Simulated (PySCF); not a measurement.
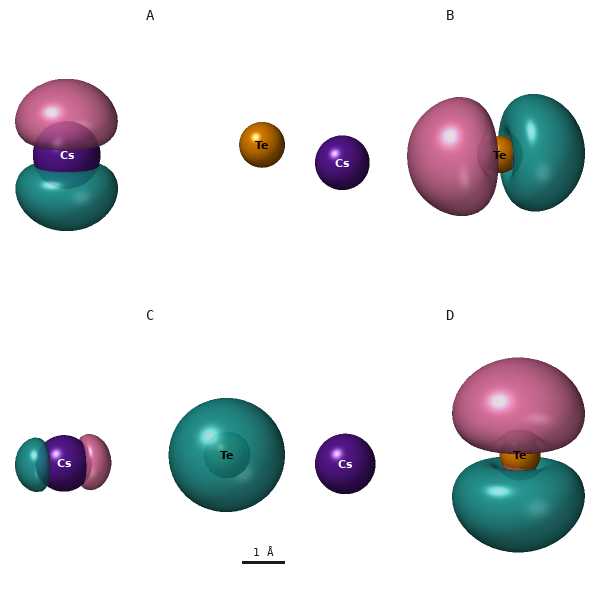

*CsTe (charge +1, triplet). Four frontier β-spin orbitals, each drawn at the value that holds 80 % of its norm (teal and pink are the two phases), in no order; of a degenerate pair one member is drawn.*

Core potentials replace the inner electrons of Cs and Te.

Theory: PBE0/def2-SVP, non-relativistic Hamiltonian with scalar-relativistic core potentials where named, at a bond length of 4.066 Å in PySCF.

Question: Name the orbitals and rank them from lowest to highest energy.

Answer: Orbital A: π, occupied in this spin, −19.67 eV; almost wholly on Cs.
Orbital C: σ, occupied in this spin, −19.19 eV; mainly on Te (85 %).
Orbital B: σ, occupied in this spin, −10.02 eV; mainly on Te (95 %).
Orbital D: π, empty in this spin, −7.63 eV; almost wholly on Te.
